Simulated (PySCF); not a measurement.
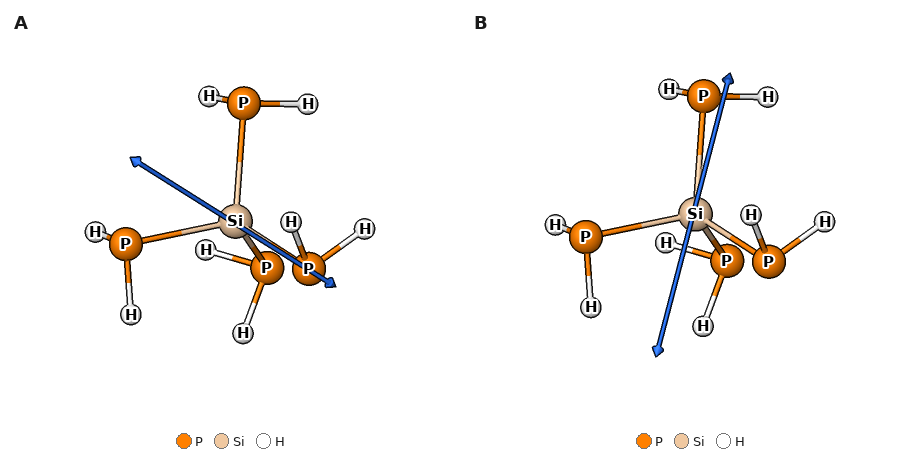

The double arrows show the directions of two transition dipoles from the ground state (lengths mean nothing). The computed structure is the end point of a GFN2-xTB optimisation. No frequency run is at hand to confirm it as a minimum. Properties computed with TDDFT CAM-B3LYP/def2-SVPD, vertical, gas phase, core orbitals frozen in the response (PySCF 2.14.0).

**One belongs to singlet state 2 and one to singlet state 3. Which is which?**

A: state 2, 6.10 eV (203 nm), oscillator strength 0.017, mainly HOMO → LUMO+1 (weight 0.68).
B: state 3, 6.16 eV (201 nm), oscillator strength 0.060, mainly HOMO−1 → LUMO (weight 0.81).

The geometry is semi-empirical. Around P, Si such bond lengths and angles can be off by a tenth of an ångström or more and by several degrees, and values that hang on the shape move with them.
